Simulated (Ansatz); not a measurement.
# F3HSeSi: the cost of one run

Computed with the Python package of Ansatz 0.2.0. The levels of theory stand in the script.

### Step 1. The system

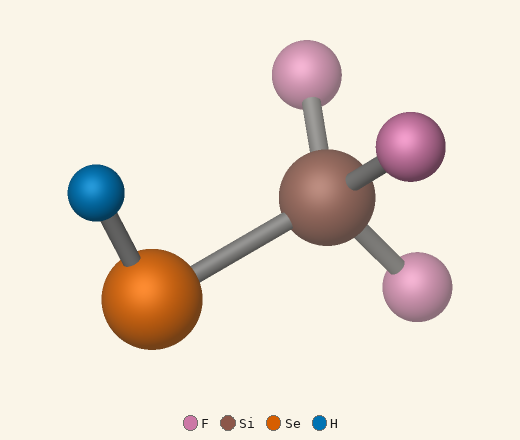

The structure that the script starts from, seen from a chosen angle (fluorine pink, silicon brown, selenium orange, hydrogen blue).

No structure file is read: the coordinates are typed or built in the script.

### Step 2. Script

methods_f3hsesi.py reads:

```python
"""F3HSeSi at several levels of theory."""

from pathlib import Path
import warnings

import ansatz as az
import numpy as np

warnings.simplefilter("ignore", az.DeckWarning)

molecule = (
    az.Crystal.molecule()
    .atom("F", (0.20178, -0.40993, 1.67862))
    .atom("Si", (0.18383, -0.44969, 0.09595))
    .atom("F", (-0.11471, -1.95048, -0.28783))
    .atom("F", (1.70006, -0.20371, -0.28818))
    .atom("Se", (-1.26979, 0.90159, -0.8706))
    .atom("H", (-0.70117, 2.11221, -0.32795))
)

job = molecule.calculation().basis(gaussian="def2-SVP")

print("functional    E (Ha)        dipole (D)   HOMO (eV)  LUMO (eV)")
for name in ["blyp", "lda", "pbe0", "r2scan0"]:
    r = job.functional(name).forces().orbitals().run(threads=1, runs_dir="runs").report
    lines = Path(r["orbitals_path"]).read_text().splitlines()
    field_of = lambda key: [line.split("=")[1].strip() for line in lines if line.startswith(key)]
    orbitals = [(27.211386 * float(e), s, float(n)) for e, s, n in zip(field_of("Ene="), field_of("Spin="), field_of("Occup="))]
    homo = max(e for e, _, n in orbitals if n > 0.5)
    lumo = min(e for e, _, n in orbitals if n < 0.5)
    dipole = 4.803205 * np.linalg.norm(r["charge_distribution"]["dipole_moment_e_ang"])
    print(f"{name:10s} {r['free_energy_ev'] / 27.211386246:14.6f} {dipole:9.3f} {homo:11.3f} {lumo:10.3f}")
```

### Step 3. The input behind the calls

The engine receives this input (first run):

```yaml
crystal:
  periodic: [false, false, false]
  atoms:
    - { symbol: F, position_ang: [0.20178, -0.40993, 1.67862] }
    - { symbol: Si, position_ang: [0.18383, -0.44969, 0.09595] }
    - { symbol: F, position_ang: [-0.11471, -1.95048, -0.28783] }
    - { symbol: F, position_ang: [1.70006, -0.20371, -0.28818] }
    - { symbol: Se, position_ang: [-1.26979, 0.90159, -0.8706] }
    - { symbol: H, position_ang: [-0.70117, 2.11221, -0.32795] }
basis:
  gaussian:
    orbitals: def2-SVP
hamiltonian:
  xc: blyp
output:
  orbitals: {}
  forces: true
```

### Step 4. Launch

On the command line:

```sh
$ python methods_f3hsesi.py
```

**Question.** How long does this script take on 1 thread of Arm Neoverse V1, shared host, and how much memory does it need?

About 17 s, with a peak of 0.3 GiB.
